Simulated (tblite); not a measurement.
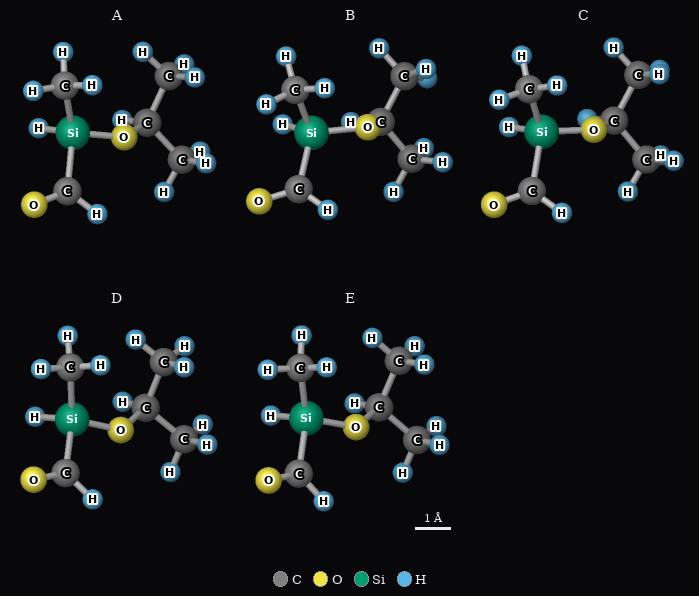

5 geometries from one relaxation of C5H12O2Si, in shuffled order. Style: ball-and-stick. Shown from a free direction.

Level of theory: GFN2-xTB geometry optimisation, gas phase (tblite 0.8.0). 

> Put them in the order of the run, from the start to the converged end.

B, C, A, E, D. They are steps 0, 22, 62, 83, 142, at +17.2 kcal/mol, +2.64 kcal/mol, +1.37 kcal/mol, +0.52 kcal/mol relative to the last. After 142 geometry steps the energy has fallen by 17.2 kcal/mol. The largest move after the best rigid fit is that of an O atom, 0.88 Å. Largest moves by element: O 0.88 Å, H 0.84 Å, C 0.44 Å, Si 0.25 Å. Among the contacts that change: O–Si 1.687 → 1.617 Å, C–Si 1.851 → 1.914 Å, C–H 1.127 → 1.086 Å, C–Si 1.866 → 1.904 Å. Bond angles that change, for instance: C–O–Si 116.6° → 132.5°, O–Si–C 110.9° → 99.8°, O–Si–C 107.8° → 116.0°. Groups turn about O–Si by about 60°, C–O by about 50°.
